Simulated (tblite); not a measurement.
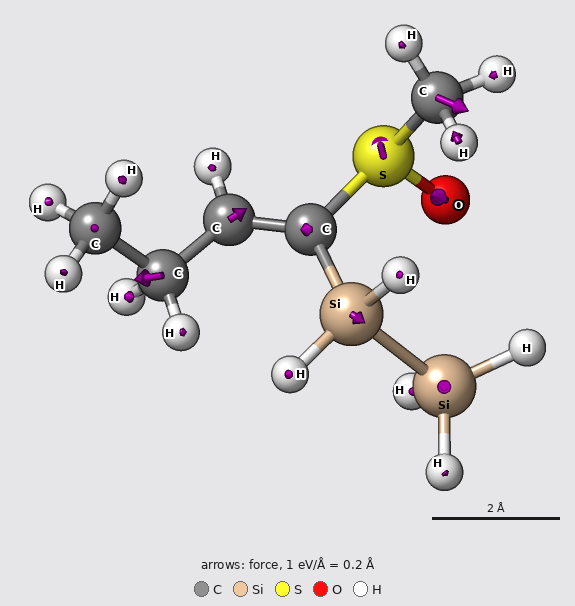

Starting geometry of C5H14OSSi2 with the computed forces as purple arrows. Style: ball-and-stick. Shown face on.

Level of theory: tblite, GFN2-xTB geometry optimisation, gas phase. 

Q: What follows when this structure is relaxed?

A: It isn't relaxed: the largest force vector, on the S atom, is 4.78 eV/Å. The final displacements have little in common with the starting forces (cosine between the two patterns 0.15). After 128 geometry steps the energy has fallen by 31.8 kcal/mol. The largest move after the best rigid fit is that of an H atom, 1.10 Å. By element the largest moves are H 1.10 Å, O 0.88 Å, C 0.55 Å, Si 0.43 Å, S 0.40 Å. Among the contacts that change: O–Si 3.267 → 2.642 Å, C–Si 1.823 → 1.896 Å, C–S 1.785 → 1.846 Å, O–S 1.533 → 1.478 Å. Among the angles between lasting bonds that change: C–S–C 112.7° → 94.8°, Si–Si–H 106.9° → 117.2°, C–Si–H 115.9° → 105.7°. Groups turn about C–S by about 35°, C–C by about 30°, C–S by about 30°. Cost: 1.6 s on 1 thread of Arm Neoverse V1, on a shared host.
